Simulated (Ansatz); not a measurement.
## Molecular dynamics of CH₆F₂Si₂₄ (part 1 of 5)

System: CH₆F₂Si₂₄ (slab, 33 atoms in the cell).
Method: DFT PBE-D3(BJ), scalar-relativistic, plane waves, PAW, PAW set soft_1, no spin polarisation (Ansatz 0.2.0).

The input holds or restrains some coordinates. It belongs to a series of runs on one base structure; here: dynamics from the start.

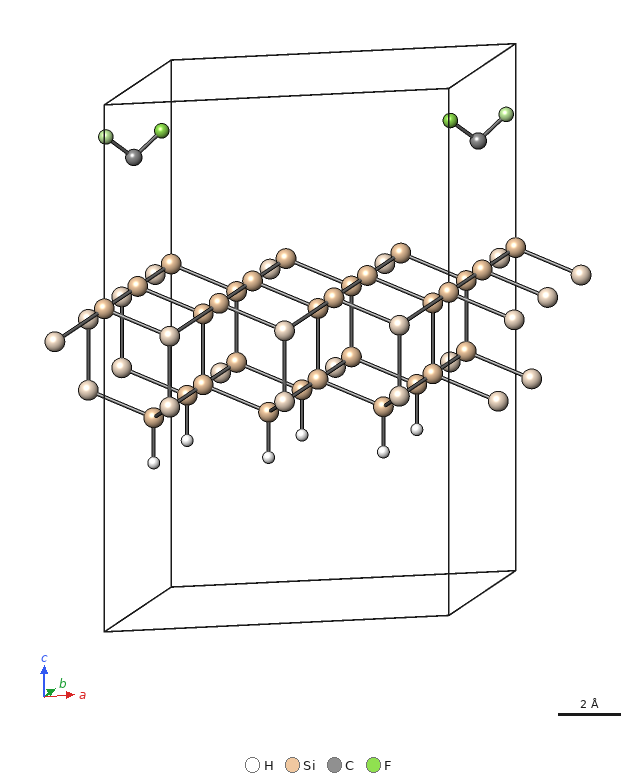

*The input geometry (ball-and-stick view of the cell of the calculation, with the vacuum cut short, seen slightly off an axis; neighbours outside the cell are drawn fainter). An atom can appear more than once, as a periodic image.*

### Input file
```yaml
accuracy: low
crystal:
  lattice:
    - [11.518769, 0.0, 0.0]
    - [3.83959, 6.650365, 0.0]
    - [0.0, 0.0, 18.418765]
  atoms:
    - { symbol: H, position: [0.1111111, 0.1666667, 0.0542925] }
    - { symbol: H, position: [0.4444444, 0.1666667, 0.0542925] }
    - { symbol: H, position: [0.7777778, 0.1666667, 0.0542925] }
    - { symbol: H, position: [0.1111111, 0.6666667, 0.0542925] }
    - { symbol: H, position: [0.4444444, 0.6666667, 0.0542925] }
    - { symbol: H, position: [0.7777778, 0.6666667, 0.0542925] }
    - { symbol: Si, position: [0.1111111, 0.1666667, 0.1357311] }
    - { symbol: Si, position: [0.4444444, 0.1666667, 0.1357311] }
    - { symbol: Si, position: [0.7777778, 0.1666667, 0.1357311] }
    - { symbol: Si, position: [0.1111111, 0.6666667, 0.1357311] }
    - { symbol: Si, position: [0.4444444, 0.6666667, 0.1357311] }
    - { symbol: Si, position: [0.7777778, 0.6666667, 0.1357311] }
    - { symbol: Si, position: [-0.1111111, 0.3333333, 0.178283] }
    - { symbol: Si, position: [0.2222222, 0.3333333, 0.178283] }
    - { symbol: Si, position: [0.5555556, 0.3333333, 0.178283] }
    - { symbol: Si, position: [-0.1111111, 0.8333333, 0.178283] }
    - { symbol: Si, position: [0.2222222, 0.8333333, 0.178283] }
    - { symbol: Si, position: [0.5555556, 0.8333333, 0.178283] }
    - { symbol: Si, position: [-0.1111111, 0.3333333, 0.3059386] }
    - { symbol: Si, position: [0.2222222, 0.3333333, 0.3059386] }
    - { symbol: Si, position: [0.5555556, 0.3333333, 0.3059386] }
    - { symbol: Si, position: [-0.1111111, 0.8333333, 0.3059386] }
    - { symbol: Si, position: [0.2222222, 0.8333333, 0.3059386] }
    - { symbol: Si, position: [0.5555556, 0.8333333, 0.3059386] }
    - { symbol: Si, position: [0.0, 0.0, 0.3484905] }
    - { symbol: Si, position: [0.3333333, 0.0, 0.3484905] }
    - { symbol: Si, position: [0.6666667, 0.0, 0.3484905] }
    - { symbol: Si, position: [0.0, 0.5, 0.3484905] }
    - { symbol: Si, position: [0.3333333, 0.5, 0.3484905] }
    - { symbol: Si, position: [0.6666667, 0.5, 0.3484905] }
    - { symbol: C, position: [-0.0126645, 0.5061074, 0.5806771] }
    - { symbol: F, position: [0.0603146, 0.5480892, 0.6230252] }
    - { symbol: F, position: [-0.0856437, 0.4641256, 0.6230252] }
basis:
  ecutwfc: 420.0
kpoints:
  mp_grid: { grid: [1, 2, 1] }
hamiltonian:
  xc: pbe
  dispersion: d3bj
  pseudopotentials: { kind: paw, azcp: { folder: soft_1 } }
scf:
  occupations: { method: fermi_dirac, width: 0.05 }
  lower_state_search: "off"
md:
  timestep: 0.5
  n_steps: 310
  ensemble: nve
  initial_velocities: zero
  seed: 927403
  initial_site_velocities:
    - { site: 30, velocity: [0.015023, 0.0, -0.041276] }
    - { site: 31, velocity: [0.015023, 0.0, -0.041276] }
    - { site: 32, velocity: [0.015023, 0.0, -0.041276] }
  constraints: [{ sites: [0, 1, 2, 3, 4, 5, 6, 7, 8, 9, 10, 11] }]
```

Machine: 2 threads of Arm Neoverse N1, 24 GiB of memory available, shared host.

Launched with:
```bash
ansatz run input.yaml --threads 2 --pin off --max-ram 5120MiB --backend cpu --events-out ev --progress --plain --runs-dir out
```

### The program's output
```
Warning: md: disabling space-group detection — thermal motion breaks the input geometry's symmetry, so no spatial operation reduces the k-mesh or symmetrises the density; time reversal is kept, so that k and −k are solved as one point where they differ and the mesh holds both, and exact exchange and, on two spinor components, a DFT+U term hold to it where the run has them: on two components no moment then forms, and a state that bears one, which a typed moment (crystal.atoms[].spin; refused beside efield: under a hybrid functional) reaches, can lie lower, under hf by electronvolts; crystal.symmetry.detect: false (a key that needs symmetry detection or time reversal refuses this as the deck is read) with time_reversal: false beside it drops time reversal too
Engine: ansatz 0.2.0, aarch64-unknown-linux-gnu
Pseudopotentials: kind: paw
Pseudopotential: H, paw, valence charge 1, recommended cutoff 420 eV (normal), [file]
Pseudopotential: Si, paw, valence charge 4, recommended cutoff 420 eV (normal), [file]
Pseudopotential: C, paw, valence charge 4, recommended cutoff 420 eV (normal), [file]
Pseudopotential: F, paw, valence charge 7, recommended cutoff 420 eV (normal), [file]
Functional definition: PBE
  parameter kappa = 0.804
  parameter beta = 0.06672455060314922
  exchange = pbe_x(kappa = kappa, mu = beta*pi^2/3)
  correlation = pbe_c(beta = beta)
Crystal: 33 atoms, lattice volume = 1410.951 Å³
Basis set: ecut = 420 eV, 27569 PW (Γ), exchange–correlation on 160×108×250 points (8 copies of the dense FFT grid, shifted against one another)
Bands: 93, of which v1, the nominal top of the filled ones, is band 60 counted from 1 (59 counted from 0)
Symmetry: 1 space group operations
k-points: 2
Non-local potential: H, projectors of the file, l = 0: 2, l = 1: 1
Non-local potential: Si, projectors of the file, l = 0: 2, l = 1: 2, l = 2: 1
Non-local potential: C, projectors of the file, l = 0: 2, l = 1: 2, l = 2: 1
Non-local potential: F, projectors of the file, l = 0: 2, l = 1: 2, l = 2: 1
PAW form: soft (Blöchl's): semilocal exchange-correlation on the pseudo side does not see the compensation charge
PAW one-centre angular grid: H, 110 points (default); XC on 64 Gauss nodes
PAW one-centre angular grid: Si, 110 points (default); XC on 64 Gauss nodes
PAW one-centre angular grid: C, 110 points (default); XC on 64 Gauss nodes
PAW one-centre angular grid: F, 110 points (default); XC on 64 Gauss nodes
Initial wavefunctions: pseudopotential atomic-orbital guess
Functional: x = pbe(κ = 0.804, μ = 0.2195149727645171), c = pbe(β = 0.06672455060314922)
SCF iter   1: F=—  HF=-17219.329655 eV  |F-HF|=—  |Δ(HF+E_count)|=         —  Δρ=3.73e-2  dr2=1.92e1  ethr=3.10e-3  ⟨swp⟩=8.0  Hψ=1032  notcnv=0  defer=23
preconditioner: auto → LDOS  [metal: Δε(μ)=0.071 eV  Ē_g=8.375 eV  σ=0.050 eV  W_gap=0.32  n_scr=140 (ndim 8)  ℏωp=10.6 eV  f_vac=0.472  D(μ)=40.10/eV (n_scr^D=272)  β→1.0]
SCF iter   2: F=—  HF=-17215.157596 eV  |F-HF|=—  |Δ(HF+E_count)|=    4.17e0  Δρ=2.11e-2  dr2=6.93e0  ethr=3.10e-3  ⟨swp⟩=3.0  Hψ=494  notcnv=0  defer=44
SCF iter   3: F=—  HF=-17215.383480 eV  |F-HF|=—  |Δ(HF+E_count)|=   2.26e-1  Δρ=2.13e-2  dr2=5.86e0  ethr=3.10e-3  ⟨swp⟩=4.0  Hψ=486  notcnv=0  defer=44
SCF iter   4: F=—  HF=-17214.183819 eV  |F-HF|=—  |Δ(HF+E_count)|=    1.20e0  Δρ=4.68e-3  dr2=1.44e0  ethr=3.10e-3  ⟨swp⟩=2.5  Hψ=346  notcnv=0  defer=44
SCF iter   5: F=—  HF=-17214.088201 eV  |F-HF|=—  |Δ(HF+E_count)|=   9.56e-2  Δρ=2.88e-3  dr2=6.84e-1  ethr=1.20e-3  ⟨swp⟩=2.0  Hψ=348  notcnv=0  defer=44
SCF iter   6: F=—  HF=-17214.011292 eV  |F-HF|=—  |Δ(HF+E_count)|=   7.69e-2  Δρ=1.57e-3  dr2=2.01e-1  ethr=5.70e-4  ⟨swp⟩=2.5  Hψ=241  notcnv=0  defer=44
SCF iter   7: F=—  HF=-17214.007445 eV  |F-HF|=—  |Δ(HF+E_count)|=   3.85e-3  Δρ=2.20e-3  dr2=8.26e-2  ethr=1.68e-4  ⟨swp⟩=2.5  Hψ=315  notcnv=0  defer=44
SCF iter   8: F=—  HF=-17213.997090 eV  |F-HF|=—  |Δ(HF+E_count)|=   1.04e-2  Δρ=9.31e-4  dr2=2.99e-2  ethr=6.88e-5  ⟨swp⟩=3.0  Hψ=311  notcnv=0  defer=44
SCF iter   9: F=—  HF=-17213.994221 eV  |F-HF|=—  |Δ(HF+E_count)|=   2.87e-3  Δρ=3.20e-4  dr2=9.59e-3  ethr=2.49e-5  ⟨swp⟩=2.0  Hψ=268  notcnv=0  defer=44
SCF iter  10: F=—  HF=-17213.993226 eV  |F-HF|=—  |Δ(HF+E_count)|=   9.96e-4  Δρ=2.27e-4  dr2=2.31e-3  ethr=7.99e-6  ⟨swp⟩=2.0  Hψ=181  notcnv=0  defer=44
SCF iter  11: F=—  HF=-17213.992921 eV  |F-HF|=—  |Δ(HF+E_count)|=   3.05e-4  Δρ=9.18e-5  dr2=3.17e-4  ethr=1.93e-6  ⟨swp⟩=2.0  Hψ=254  notcnv=0  defer=44
SCF iter  12: F=—  HF=-17213.992909 eV  |F-HF|=—  |Δ(HF+E_count)|=   1.15e-5  Δρ=4.47e-5  dr2=5.77e-5  ethr=2.64e-7  ⟨swp⟩=2.0  Hψ=259  notcnv=0  defer=44
SCF iter  13: F=—  HF=-17213.993111 eV  |F-HF|=—  |Δ(HF+E_count)|=   2.01e-4  Δρ=1.88e-5  dr2=8.38e-6  ethr=4.81e-8  ⟨swp⟩=2.0  Hψ=259  notcnv=0  defer=44
SCF iter  14: F=—  HF=-17213.993143 eV  |F-HF|=—  |Δ(HF+E_count)|=   3.25e-5  Δρ=7.29e-6  dr2=1.38e-6  ethr=6.98e-9  ⟨swp⟩=2.0  Hψ=274  notcnv=0  defer=44
SCF iter  15: F=—  HF=-17213.993143 eV  |F-HF|=—  |Δ(HF+E_count)|=   1.02e-7  Δρ=3.54e-6  dr2=3.16e-7  ethr=1.15e-9  ⟨swp⟩=2.5  Hψ=263  notcnv=0  defer=44
SCF iter  16: F=—  HF=-17213.993143 eV  |F-HF|=—  |Δ(HF+E_count)|=   1.81e-7  Δρ=3.58e-6  dr2=1.49e-7  ethr=2.63e-10  ⟨swp⟩=2.0  Hψ=263  notcnv=0  defer=44
SCF iter  17: F=—  HF=-17213.993143 eV  |F-HF|=—  |Δ(HF+E_count)|=  6.04e-10  Δρ=2.44e-6  dr2=6.65e-8  ethr=1.24e-10  ⟨swp⟩=3.0  Hψ=291  notcnv=0  defer=44
SCF iter  18: F=-17213.993143 eV  HF=-17213.993143 eV  |F-HF|=3.88e-9  |Δ(HF+E_count)|=   9.43e-9  Δρ=5.31e-7  dr2=9.54e-9  ethr=2.75e-11  ⟨swp⟩=5.0  Hψ=623  notcnv=0
SCF 1 converged in 18 iterations: F = -17213.993143 eV  dr2 = 9.54e-9
  greatest PAW one-centre occupation: 0.936 electrons in one spin orbital (limit 2), on the F atom at site 32 (counted from 0), in its partial waves of l = 0
md step     0: t =     0.00 fs  T =  1842.0 K  F+E_penalty+E_count = -17213.99314336 eV  E_kin = 4.999983 eV  conserved = -17208.99316074 eV  (18 SCF iters)
Initial density: handed on by an earlier stage of this run
Initial wavefunctions: those handed on with the density
iter 1 solved again at ethr=6.64e-6 eV; its pass at ethr=3.10e-3 eV (dr2=7.96e-3 eV) is discarded
SCF iter   1: F=—  HF=-17213.995162 eV  |F-HF|=—  |Δ(HF+E_count)|=         —  Δρ=1.36e-3  dr2=6.42e-3  ethr=6.64e-6  ⟨swp⟩=6.0  Hψ=1084  notcnv=0
preconditioner: auto → LDOS  [metal: Δε(μ)=0.111 eV  Ē_g=8.192 eV  σ=0.050 eV  W_gap=0.49  n_scr=140 (ndim 8)  ℏωp=10.6 eV  f_vac=0.504  D(μ)=36.49/eV (n_scr^D=250)  β→1.0]
SCF iter   2: F=—  HF=-17213.995943 eV  |F-HF|=—  |Δ(HF+E_count)|=   7.81e-4  Δρ=6.59e-4  dr2=4.17e-3  ethr=5.35e-6  ⟨swp⟩=3.0  Hψ=338  notcnv=0
SCF iter   3: F=—  HF=-17213.995166 eV  |F-HF|=—  |Δ(HF+E_count)|=   7.76e-4  Δρ=3.91e-4  dr2=1.40e-3  ethr=3.47e-6  ⟨swp⟩=3.0  Hψ=393  notcnv=0
SCF iter   4: F=—  HF=-17213.994838 eV  |F-HF|=—  |Δ(HF+E_count)|=   3.28e-4  Δρ=1.06e-4  dr2=1.13e-4  ethr=1.17e-6  ⟨swp⟩=2.0  Hψ=302  notcnv=0
SCF iter   5: F=—  HF=-17213.994818 eV  |F-HF|=—  |Δ(HF+E_count)|=   1.95e-5  Δρ=3.78e-5  dr2=1.50e-5  ethr=9.41e-8  ⟨swp⟩=2.0  Hψ=232  notcnv=0
[...]
md step     1: t =     0.50 fs  T =  1842.6 K  F+E_penalty+E_count = -17213.99495232 eV  E_kin = 5.001791 eV  conserved = -17208.99316162 eV  (9 SCF iters)
[... from here on the SCF iterations and repeated set-up lines of each step are left out, up to the last step ...]
md step     2: t =     1.00 fs  T =  1843.6 K  F+E_penalty+E_count = -17213.99760298 eV  E_kin = 5.004439 eV  conserved = -17208.99316361 eV  (9 SCF iters)
md step     3: t =     1.50 fs  T =  1844.9 K  F+E_penalty+E_count = -17214.00106195 eV  E_kin = 5.007895 eV  conserved = -17208.99316683 eV  (9 SCF iters)
md step     4: t =     2.00 fs  T =  1846.4 K  F+E_penalty+E_count = -17214.00527729 eV  E_kin = 5.012106 eV  conserved = -17208.99317111 eV  (9 SCF iters)
md step     5: t =     2.50 fs  T =  1848.3 K  F+E_penalty+E_count = -17214.01018119 eV  E_kin = 5.017005 eV  conserved = -17208.99317611 eV  (3 SCF iters)
md step     6: t =     3.00 fs  T =  1850.3 K  F+E_penalty+E_count = -17214.01569355 eV  E_kin = 5.022512 eV  conserved = -17208.99318117 eV  (3 SCF iters)
md step     7: t =     3.50 fs  T =  1852.5 K  F+E_penalty+E_count = -17214.02172625 eV  E_kin = 5.028540 eV  conserved = -17208.99318665 eV  (3 SCF iters)
md step     8: t =     4.00 fs  T =  1854.9 K  F+E_penalty+E_count = -17214.02818742 eV  E_kin = 5.034995 eV  conserved = -17208.99319196 eV  (3 SCF iters)
md step     9: t =     4.50 fs  T =  1857.4 K  F+E_penalty+E_count = -17214.03498593 eV  E_kin = 5.041790 eV  conserved = -17208.99319610 eV  (3 SCF iters)
md step    10: t =     5.00 fs  T =  1860.0 K  F+E_penalty+E_count = -17214.04203549 eV  E_kin = 5.048835 eV  conserved = -17208.99320063 eV  (9 SCF iters)
md step    11: t =     5.50 fs  T =  1862.6 K  F+E_penalty+E_count = -17214.04925851 eV  E_kin = 5.056053 eV  conserved = -17208.99320511 eV  (4 SCF iters)
md step    12: t =     6.00 fs  T =  1865.3 K  F+E_penalty+E_count = -17214.05658903 eV  E_kin = 5.063381 eV  conserved = -17208.99320847 eV  (3 SCF iters)
md step    13: t =     6.50 fs  T =  1868.1 K  F+E_penalty+E_count = -17214.06397505 eV  E_kin = 5.070764 eV  conserved = -17208.99321122 eV  (4 SCF iters)
md step    14: t =     7.00 fs  T =  1870.8 K  F+E_penalty+E_count = -17214.07138004 eV  E_kin = 5.078168 eV  conserved = -17208.99321240 eV  (4 SCF iters)
md step    15: t =     7.50 fs  T =  1873.5 K  F+E_penalty+E_count = -17214.07878326 eV  E_kin = 5.085571 eV  conserved = -17208.99321224 eV  (5 SCF iters)
md step    16: t =     8.00 fs  T =  1876.2 K  F+E_penalty+E_count = -17214.08617963 eV  E_kin = 5.092968 eV  conserved = -17208.99321166 eV  (5 SCF iters)
md step    17: t =     8.50 fs  T =  1879.0 K  F+E_penalty+E_count = -17214.09357839 eV  E_kin = 5.100368 eV  conserved = -17208.99320997 eV  (3 SCF iters)
md step    18: t =     9.00 fs  T =  1881.7 K  F+E_penalty+E_count = -17214.10100136 eV  E_kin = 5.107793 eV  conserved = -17208.99320801 eV  (3 SCF iters)
md step    19: t =     9.50 fs  T =  1884.5 K  F+E_penalty+E_count = -17214.10848066 eV  E_kin = 5.115275 eV  conserved = -17208.99320595 eV  (3 SCF iters)
md step    20: t =    10.00 fs  T =  1887.2 K  F+E_penalty+E_count = -17214.11605582 eV  E_kin = 5.122852 eV  conserved = -17208.99320354 eV  (9 SCF iters)
md step    21: t =    10.50 fs  T =  1890.1 K  F+E_penalty+E_count = -17214.12377091 eV  E_kin = 5.130570 eV  conserved = -17208.99320081 eV  (4 SCF iters)
md step    22: t =    11.00 fs  T =  1893.0 K  F+E_penalty+E_count = -17214.13167135 eV  E_kin = 5.138474 eV  conserved = -17208.99319781 eV  (4 SCF iters)
md step    23: t =    11.50 fs  T =  1896.0 K  F+E_penalty+E_count = -17214.13980090 eV  E_kin = 5.146605 eV  conserved = -17208.99319592 eV  (4 SCF iters)
md step    24: t =    12.00 fs  T =  1899.1 K  F+E_penalty+E_count = -17214.14819906 eV  E_kin = 5.155004 eV  conserved = -17208.99319471 eV  (4 SCF iters)
md step    25: t =    12.50 fs  T =  1902.3 K  F+E_penalty+E_count = -17214.15689824 eV  E_kin = 5.163705 eV  conserved = -17208.99319368 eV  (4 SCF iters)
md step    26: t =    13.00 fs  T =  1905.6 K  F+E_penalty+E_count = -17214.16592190 eV  E_kin = 5.172729 eV  conserved = -17208.99319277 eV  (4 SCF iters)
md step    27: t =    13.50 fs  T =  1909.1 K  F+E_penalty+E_count = -17214.17528271 eV  E_kin = 5.182091 eV  conserved = -17208.99319214 eV  (5 SCF iters)
md step    28: t =    14.00 fs  T =  1912.6 K  F+E_penalty+E_count = -17214.18498125 eV  E_kin = 5.191789 eV  conserved = -17208.99319267 eV  (3 SCF iters)
md step    29: t =    14.50 fs  T =  1916.3 K  F+E_penalty+E_count = -17214.19500549 eV  E_kin = 5.201811 eV  conserved = -17208.99319436 eV  (4 SCF iters)
md step    30: t =    15.00 fs  T =  1920.1 K  F+E_penalty+E_count = -17214.20533024 eV  E_kin = 5.212133 eV  conserved = -17208.99319689 eV  (10 SCF iters)
md step    31: t =    15.50 fs  T =  1924.0 K  F+E_penalty+E_count = -17214.21591768 eV  E_kin = 5.222718 eV  conserved = -17208.99320004 eV  (4 SCF iters)
md step    32: t =    16.00 fs  T =  1928.0 K  F+E_penalty+E_count = -17214.22671781 eV  E_kin = 5.233514 eV  conserved = -17208.99320356 eV  (4 SCF iters)
md step    33: t =    16.50 fs  T =  1932.0 K  F+E_penalty+E_count = -17214.23766993 eV  E_kin = 5.244462 eV  conserved = -17208.99320791 eV  (5 SCF iters)
md step    34: t =    17.00 fs  T =  1936.1 K  F+E_penalty+E_count = -17214.24870397 eV  E_kin = 5.255491 eV  conserved = -17208.99321279 eV  (4 SCF iters)
md step    35: t =    17.50 fs  T =  1940.2 K  F+E_penalty+E_count = -17214.25974274 eV  E_kin = 5.266525 eV  conserved = -17208.99321771 eV  (3 SCF iters)
md step    36: t =    18.00 fs  T =  1944.2 K  F+E_penalty+E_count = -17214.27070423 eV  E_kin = 5.277482 eV  conserved = -17208.99322206 eV  (2 SCF iters)
md step    37: t =    18.50 fs  T =  1948.2 K  F+E_penalty+E_count = -17214.28150411 eV  E_kin = 5.288278 eV  conserved = -17208.99322636 eV  (4 SCF iters)
md step    38: t =    19.00 fs  T =  1952.1 K  F+E_penalty+E_count = -17214.29205892 eV  E_kin = 5.298828 eV  conserved = -17208.99323129 eV  (3 SCF iters)
md step    39: t =    19.50 fs  T =  1955.8 K  F+E_penalty+E_count = -17214.30228884 eV  E_kin = 5.309053 eV  conserved = -17208.99323591 eV  (4 SCF iters)
md step    40: t =    20.00 fs  T =  1959.5 K  F+E_penalty+E_count = -17214.31212076 eV  E_kin = 5.318881 eV  conserved = -17208.99323994 eV  (10 SCF iters)
md step    41: t =    20.50 fs  T =  1962.9 K  F+E_penalty+E_count = -17214.32149150 eV  E_kin = 5.328248 eV  conserved = -17208.99324357 eV  (3 SCF iters)
md step    42: t =    21.00 fs  T =  1966.2 K  F+E_penalty+E_count = -17214.33034988 eV  E_kin = 5.337103 eV  conserved = -17208.99324648 eV  (4 SCF iters)
md step    43: t =    21.50 fs  T =  1969.2 K  F+E_penalty+E_count = -17214.33865956 eV  E_kin = 5.345411 eV  conserved = -17208.99324814 eV  (4 SCF iters)
md step    44: t =    22.00 fs  T =  1972.1 K  F+E_penalty+E_count = -17214.34640091 eV  E_kin = 5.353153 eV  conserved = -17208.99324839 eV  (3 SCF iters)
md step    45: t =    22.50 fs  T =  1974.7 K  F+E_penalty+E_count = -17214.35357262 eV  E_kin = 5.360325 eV  conserved = -17208.99324714 eV  (3 SCF iters)
md step    46: t =    23.00 fs  T =  1977.2 K  F+E_penalty+E_count = -17214.36019198 eV  E_kin = 5.366947 eV  conserved = -17208.99324456 eV  (4 SCF iters)
md step    47: t =    23.50 fs  T =  1979.4 K  F+E_penalty+E_count = -17214.36629515 eV  E_kin = 5.373054 eV  conserved = -17208.99324136 eV  (3 SCF iters)
md step    48: t =    24.00 fs  T =  1981.5 K  F+E_penalty+E_count = -17214.37193559 eV  E_kin = 5.378698 eV  conserved = -17208.99323744 eV  (3 SCF iters)
md step    49: t =    24.50 fs  T =  1983.4 K  F+E_penalty+E_count = -17214.37718238 eV  E_kin = 5.383950 eV  conserved = -17208.99323202 eV  (3 SCF iters)
md step    50: t =    25.00 fs  T =  1985.3 K  F+E_penalty+E_count = -17214.38211778 eV  E_kin = 5.388892 eV  conserved = -17208.99322533 eV  (9 SCF iters)
md step    51: t =    25.50 fs  T =  1987.0 K  F+E_penalty+E_count = -17214.38683433 eV  E_kin = 5.393615 eV  conserved = -17208.99321889 eV  (4 SCF iters)
```
